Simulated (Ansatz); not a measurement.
# Cu3O: the cost of one run

Program: Ansatz 0.2.0. Level of theory: DFT PBE, scalar-relativistic, plane waves, PAW. These are calculated values, not measurements.

## 1. The starting structure

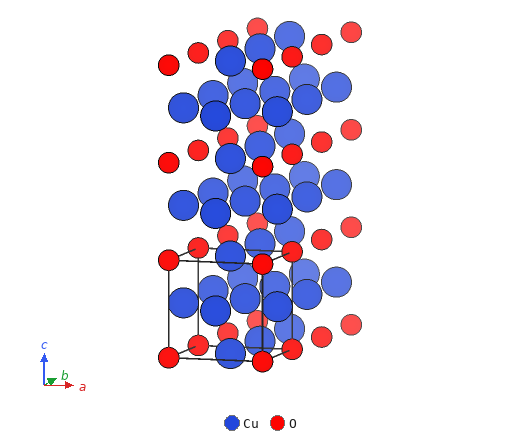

Start, viewed slightly off an axis; copper blue, oxygen red. 1×3×3 cells are drawn. Atoms on the faces are drawn again on the opposite ones.

As a file:

```cif
data_structure
_symmetry_space_group_name_H-M 'P 1'
_symmetry_Int_Tables_number 1
_cell_length_a 3.5680
_cell_length_b 3.5680
_cell_length_c 3.5680
_cell_angle_alpha 90.000
_cell_angle_beta 90.000
_cell_angle_gamma 90.000
_cell_volume 45.42
loop_
_atom_site_label
_atom_site_type_symbol
_atom_site_fract_x
_atom_site_fract_y
_atom_site_fract_z
_atom_site_occupancy
Cu1 Cu 0.00000 0.50000 0.50000 1
Cu2 Cu 0.50000 0.00000 0.50000 1
Cu3 Cu 0.50000 0.50000 0.00000 1
O1 O 0.00000 0.00000 0.00000 1
```

Recipe of the guess: species swapped into a database cell of PrIn3 (Pm-3m, No. 221), with O on the Pr sites and Cu on the In sites. The dimensions are guesses.

## 2. A first look at the guess

File input.yaml:

```yaml
crystal:
  lattice:
    - [3.56798282, 0.0, 0.0]
    - [0.0, 3.56798282, 0.0]
    - [0.0, 0.0, 3.56798282]
  atoms:
    - { symbol: Cu, position: [0.0, 0.5, 0.5], spin: 1.0 }
    - { symbol: Cu, position: [0.5, 0.0, 0.5], spin: 1.0 }
    - { symbol: Cu, position: [0.5, 0.5, 0.0], spin: 1.0 }
    - { symbol: O, position: [0.0, 0.0, 0.0] }
basis:
  ecutwfc: 420
kpoints:
  mp_grid: { grid: [6, 6, 6] }
hamiltonian:
  xc: pbe
scf:
  occupations: { method: gaussian, width: 0.1 }
  lower_state_search: "off"
output:
  forces: true
  stress: true
  eigenvalues: true
  populations: true
magnetization:
  spin_polarized: true
```

Run with:

```console
$ ansatz run input.yaml --threads 1 --pin off --max-ram 2560MiB --backend cpu --events-out ev --progress --plain --runs-dir out
```

Q: Estimate wall time and peak memory on 1 thread of Arm Neoverse V2, shared host.

About 7.3 s, with a peak of 0.33 GiB.
